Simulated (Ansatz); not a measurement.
Al2H6N2O···HCl

```yaml
atoms:
  - { symbol: Al, position_ang: [0.1193, 0.5909, -0.2143] }
  - { symbol: Cl, position_ang: [-0.2859, -1.4237, 2.5294] }
  - { symbol: N, position_ang: [1.5574, -0.1164, -0.9602] }
  - { symbol: H, position_ang: [1.5604, -0.7044, -1.7847] }
  - { symbol: H, position_ang: [2.4814, -0.0997, -0.5462] }
  - { symbol: N, position_ang: [-1.4899, 0.4644, -0.9304] }
  - { symbol: H, position_ang: [-1.7373, -0.1361, -1.7073] }
  - { symbol: H, position_ang: [-2.3244, 0.8825, -0.5381] }
  - { symbol: O, position_ang: [0.3445, 1.5956, 1.2074] }
  - { symbol: Al, position_ang: [0.7669, 3.0387, 1.9986] }
  - { symbol: H, position_ang: [1.0303, 2.9535, 3.5619] }
  - { symbol: H, position_ang: [0.8820, 4.3917, 1.1781] }
  - { symbol: H, position_ang: [-0.0110, -0.1186, 2.5416] }
```

Not at a stationary point (largest force 1.1 eV/Å).

These are results of RKS PBE0-D4/def2-SVP in Ansatz 0.2.0, not measurements.

### What can the converged electron density and electron localisation function tell about the bonding?

Al–N (1.77 Å): ρ is about 0.85 e/Å³ halfway; the ELF peaks at about 0.90 in the valence shell of N, 0.7 Å from its nucleus, and is about 0.60 at the midpoint.
N–H (1.01 Å): ρ at the midpoint is about 2.7 e/Å³; the ELF climbs to about 1 towards the hydrogen, as it does in any bond to H: a covalent bond by its length.
Al–O (1.76 Å): ρ at the midpoint is about 0.73 e/Å³; the ELF peaks at about 0.85 in the valence shell of O, 0.6 Å from its nucleus, and is about 0.40 at the midpoint.

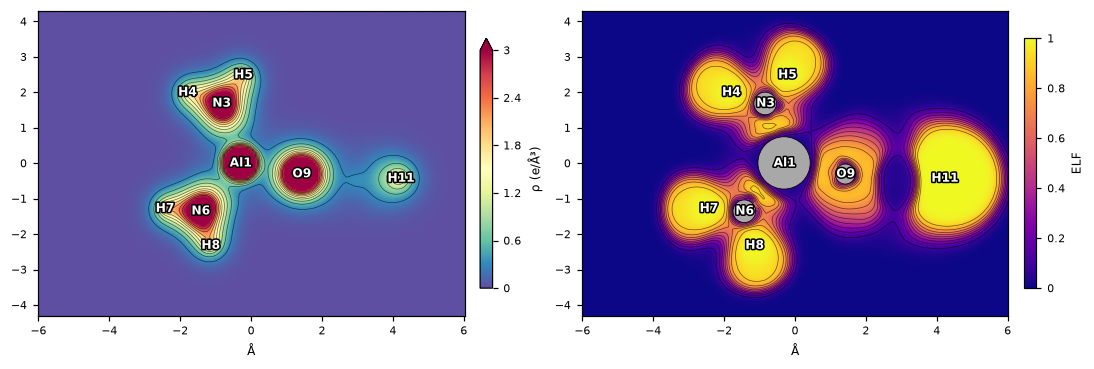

Computed electron density and electron localisation function on the plane of atoms N6, Al1 and O9, in this order. Grey discs cover the atomic cores in the ELF map. 
